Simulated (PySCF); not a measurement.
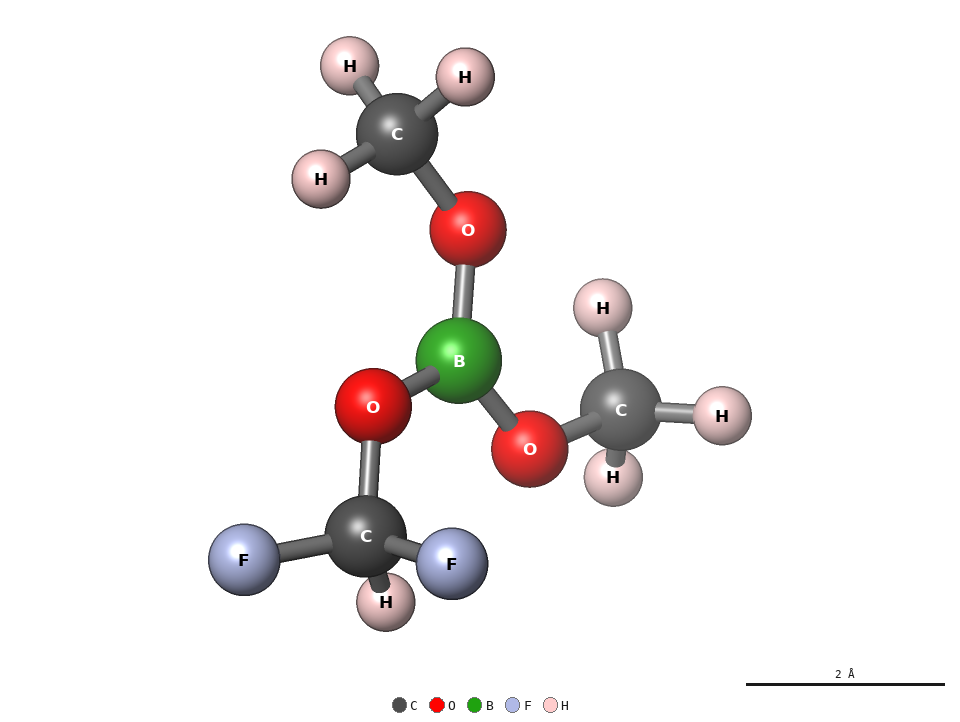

Atoms fade into the background with distance from the viewer. Computed geometry: PBE0-D3(BJ)/def2-SVP optimisation. No frequency run is at hand to confirm it as a minimum. Masses are those of the most abundant isotopes; constants are for the rigid equilibrium geometry.

Q: Classify the rotor and give the rotational constants (cm⁻¹).

A: An asymmetric top (C1): A = 0.0718, B = 0.0353, C = 0.0266 cm⁻¹. Ray's parameter κ is −0.61, nearer the prolate limit.
